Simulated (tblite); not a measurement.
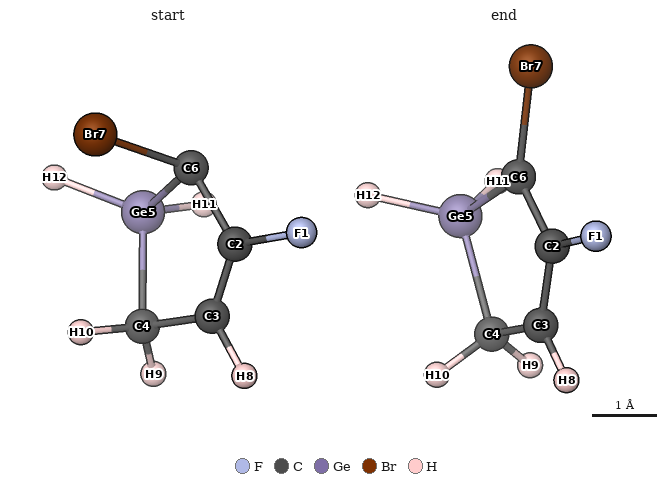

The structure of C$_{4}$H$_{5}$BrFGe (multiplicity 2) before (left) and after (right) a relaxation, at one scale.

The picture is a ball-and-stick view, seen from a free direction.

Theory: tblite 0.8.0, GFN2-xTB geometry optimisation, gas phase. 

**Summarise the run.**

Br7 moves most after the best rigid fit: 1.96 Å. By element the largest moves are Br 1.96 Å, H 0.94 Å, F 0.79 Å, C 0.37 Å, Ge 0.31 Å. Among the contacts that change: C2–C3 1.256 → 1.367 Å, C2–C6 1.474 → 1.392 Å, F1–C2 1.420 → 1.346 Å, C6–Br7 1.938 → 1.870 Å. Among the angles between lasting bonds that change: Ge5–C6–Br7 105.5° → 128.9°, C2–C6–Ge5 99.4° → 108.8°, H9–C4–H10 114.8° → 106.1°. After 72 geometry steps the energy has fallen by 125.7 kJ/mol. The run took 0.41 s on 1 thread of Arm Neoverse V2, with other jobs on the host.
